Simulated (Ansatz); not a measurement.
Single-point calculation, with input and output: SiH3ClO

The run: single-point calculation of SiH3ClO. Method and program: direct RPA on PBE orbitals, frozen core/def2-TZVPP (Ansatz 0.2.0).

The geometry comes from this level: PBE0-D4/def2-TZVP.

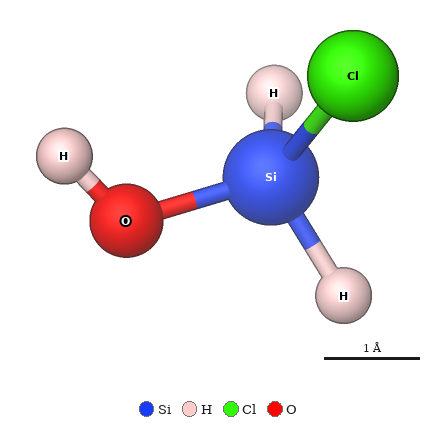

The input geometry (ball-and-stick view, seen at a tilt). Bond lengths as drawn: Cl–Si 2.06 Å, H–O 0.96 Å, H–Si 1.47 to 1.48 Å and O–Si 1.63 Å.

## Summary

| quantity | value |
| --- | --- |
| outcome | converged |
| total energy | −22478.7970 eV |
| mean-field energy | −22453.9268 eV |
| SCF solution under orbital rotations | stable |
| hardware | 4 threads of Intel Xeon @ 2.50GHz, 180 GiB of memory available, shared host |
| wall time | 2.6 s (CPU time 8.3 s) |
| peak memory | 0.48 GiB |

## The input
```yaml
crystal:
  periodic: [false, false, false]
  atoms:
    - {symbol: Si, position_ang: [-0.053080, 0.912210, -0.604318]}
    - {symbol: H, position_ang: [0.809746, 0.197965, -1.562645]}
    - {symbol: H, position_ang: [-1.202269, 1.580478, -1.256975]}
    - {symbol: Cl, position_ang: [1.044455, 2.409461, 0.277513]}
    - {symbol: O, position_ang: [-0.531527, -0.198682, 0.492227]}
    - {symbol: H, position_ang: [-1.099910, 0.081246, 1.211448]}
basis:
  gaussian: {orbitals: def2-TZVPP}
hamiltonian: {xc: pbe}
correlation: {method: rpa}
```

Run as:
```bash
ansatz run in.yaml --threads 4 --pin off --events-out ev --progress --plain --max-ram 9574MiB
```

## What the program printed
```
Functional definition: PBE
  name "PBE"
  cite "Perdew, Burke & Ernzerhof, Phys. Rev. Lett. 77, 3865 (1996) doi:10.1103/PhysRevLett.77.3865"
  parent pbe
  parameter kappa = 0.804
  parameter beta = 0.06672455060314922
  exchange = pbe_x(kappa = kappa, mu = beta*pi^2/3)
  correlation = pbe_c(beta = beta)
925 factors; integrals over basis functions are off by at most 7.2e-4 eV
mean field evaluation 1: about -22482.7479 eV, gradient 6.1e1 eV
mean field evaluation 2: about -22482.7403 eV, gradient 6.1e1 eV
mean field evaluation 4: about -22488.3499 eV, gradient 1.5e1 eV
mean field evaluation 8: about -22488.8860 eV, gradient 2.8e-1 eV
mean field evaluation 16: about -22488.8862 eV, gradient 1.6e-5 eV
mean field -22488.88616843 eV, -826.4513231752 hartree, gradient 1.5e-6 eV, S^2 0.000000; 0 other end points of the search recorded, 0 dependent functions left out
11 core orbitals not correlated: weight in the atoms' cores, before any rotation towards them, 1.000 or more for the frozen orbitals, at most 0.000 for the correlated occupied ones
reference -22453.92682264 eV, -825.1665909139 hartree; 10, 10 occupied and 136, 136 virtual orbitals, 925 factors
Total energy: -22478.79703296 eV, -826.0805542856 hartree
```
